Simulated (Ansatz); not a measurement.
Scan of one atom of the cell for CsPbBr3 (cubic perovskite)

Starting cell, CsPbBr$_{3}$ (cubic perovskite):

```xyz
5
Lattice="5.9378 0.0000 0.0000 0.0000 5.9378 0.0000 0.0000 0.0000 5.9378" Properties=species:S:1:pos:R:3 pbc="T T T"
Cs     0.0000     0.0000     0.0000
Pb     2.9689     2.9689     2.9689
Br     0.0000     2.9689     2.9689
Br     2.9689     2.9689     0.0000
Br     2.9689     0.0000     2.9689
```

Scan: atom 4 (Br, nearest neighbour Pb at 2.969 Å; its periodic images, 5.9 Å or more away, move with it) is displaced along Cartesian x, direction (1.000, 0.000, 0.000) in Cartesian axes, by s. The other atoms stay.

The numbers are results of r2SCAN (plane waves to 500 eV, PAW, scalar-relativistic; Ansatz, an electronic-structure program), not measurements. k mesh 5×5×5 (Γ-centred), Fermi-Dirac smearing 0.05 eV. Energies are smeared free energies. CsPbBr3 was relaxed with its symmetry unable to fall. Spin-orbit coupling is left out, though Pb is heavy. The PAW data are Ansatz's earlier set. This is a high-temperature form of CsPbBr3. ΔE is measured from the undisplaced structure.

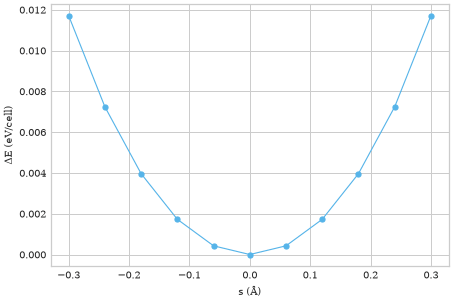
Figure. ΔE (eV/cell) against s (Å); computed points joined by lines.

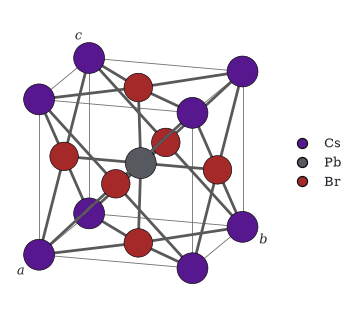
The cell of the calculation at s = 0.300 Å.

The force constant k = d²E/ds² at s = 0 (finite differences) is 0.24 eV/Å². The energy at s = 0.300 Å is 11.7 meV/cell and the force along the line at s = -0.300 Å is 0.085 eV/Å. Symmetry of the curve: even: the same for both signs. Shape of the curve: a single well with its minimum at or next to zero displacement.

The forces along the line at the two nearest points give (0.014 − (-0.014)) / (2·0.060) = 0.23 eV/Å²; the next pair corrects for the finite step.

(A displaced cell: forces are minus the slopes of the energy, force constants its curvatures, and phonons follow from these.)
